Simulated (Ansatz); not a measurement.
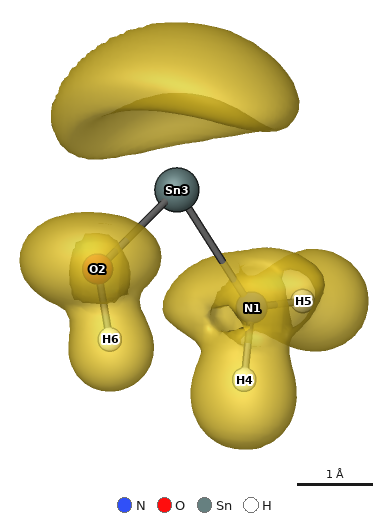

H3NOSn. Isosurface of the ELF at 0.75 (yellow), seen at an oblique angle. Core shells and regions of very low density are left out.

Geometry: PBE0-D4/def2-SVP; core potentials replace the inner electrons of Sn.

Level of theory: isolated molecule in a Gaussian basis; Kohn-Sham density functional theory, functional PBE0 (Ansatz 0.2.0).

```xyz
6

N    -0.8100    0.5290    0.6098
O    -0.3795   -1.7370    2.5311
Sn    0.7141   -0.2822    1.6935
H    -1.7727    0.2038    0.5898
H    -0.6963    1.3353    0.0029
H    -1.3096   -1.7540    2.2769
```

> Where are the electrons localised?

At this value the surface marks out one lobe on Sn, pointing away from the bonds (lone pairs), one joined region spread over several atoms (H, N), in which their bonds and any lone pairs are merged and one joined region spread over several atoms (H, O), in which their bonds and any lone pairs are merged. Profiles from the grid: Sn–O (2.00 Å): the ELF peaks at about 0.85 in the valence shell of O, 0.6 Å from its nucleus, and drops to about 0.15 between the two atoms. Sn–N (2.04 Å): the ELF peaks at about 0.85 in the valence shell of N, 0.6 Å from its nucleus, and drops to about 0.15 between the two atoms.
